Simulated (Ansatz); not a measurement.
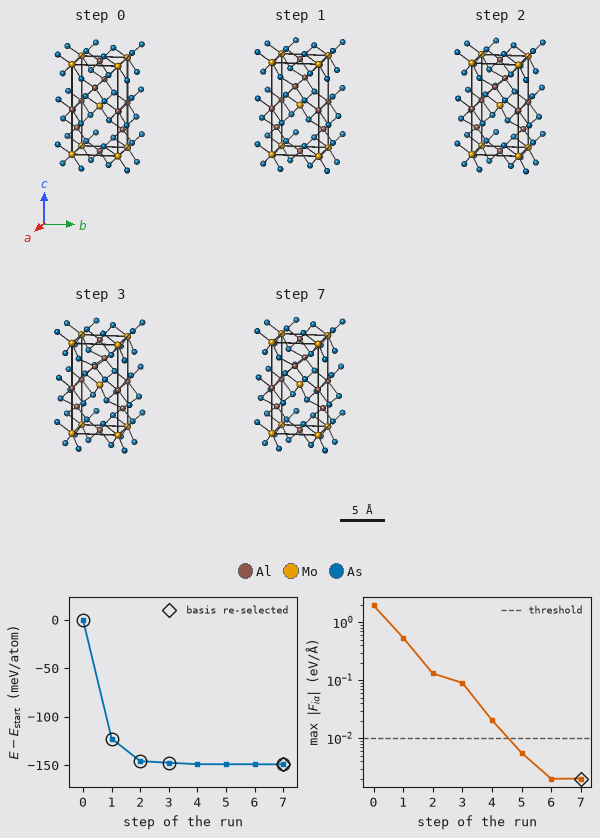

Frames of a relaxation of crystalline Al2MoAs4 (built on the Al2ZnS4-82 type type), marked on the history of the run. The picture is a ball-and-stick view of the conventional cell (2 times the calculation's cell), seen slightly off an axis. Lengths and directions refer to the drawn axes.

These are results of Ansatz 0.2.0, DFT, PBEsol, plane waves, PAW, not measurements. (plane-wave cutoff 420 eV; k-point mesh 6 × 6 × 6; occupations fermi dirac; smearing width 0.03 eV; no spin polarisation; cell and atoms relaxed; force threshold 0.01 eV/Å; at most 120 steps)

What happens along the run?

Answer. The largest moves relative to the cell, 0.29 Å, are those of As atoms. Al and Mo stay in place. The drawn cell changes as follows: a = b 5.408 → 5.441 Å (+0.6 %), c 10.557 → 10.694 Å (+1.3 %); the volume changes by +2.5 %. Some distances before and after: Al–As 2.298 → 2.484 Å. Bond angles that change, for instance: Al–As–Al 110.3° → 100.3°, As–Al–As 112.5° → 122.2°, As–Mo–As 110.5° → 103.8°. The space group stays I-4 (No. 82). The energy falls by 149 meV per atom in 6 accepted moves (7 points after the start). The largest force component goes from 2 to 0.002 eV/Å. The pressure goes from 9.19 to 0.00 GPa. At 1 point the geometry stayed and the basis and grid were re-selected for the new cell (energy shift of 0.1 meV per atom at most each time). From step 0 to 1: As atoms move most (0.11 Å), volume +6.4 %, energy −122 meV per atom. From step 1 to 2: As atoms move most (0.13 Å), volume −1.5 %, energy −23.2 meV per atom. From step 2 to 3: As atoms move most (0.12 Å), volume −4.0 %, energy −1.7 meV per atom. From step 3 to 7: As atoms move most (0.05 Å), volume +2.0 %, energy −1.6 meV per atom.

| step | E − E(0), meV/atom | largest force component, eV/Å | pressure, GPa | volume, Å³/atom | note |
| --- | --- | --- | --- | --- | --- |
| 0 | 0.00 | 1.9512 | 9.19 | 22.056 |  |
| 1 | -122.46 | 0.5424 | 2.38 | 23.460 |  |
| 2 | -145.70 | 0.1307 | 0.29 | 23.110 |  |
| 3 | -147.39 | 0.0902 | 0.27 | 22.179 |  |
| 4 | -148.86 | 0.0205 | -0.03 | 22.698 |  |
| 5 | -148.93 | 0.0056 | 0.03 | 22.622 |  |
| 6 | -148.94 | 0.0020 | -0.01 | 22.614 |  |
| 7 | -149.03 | 0.0020 | 0.00 | 22.614 | same geometry, new basis |
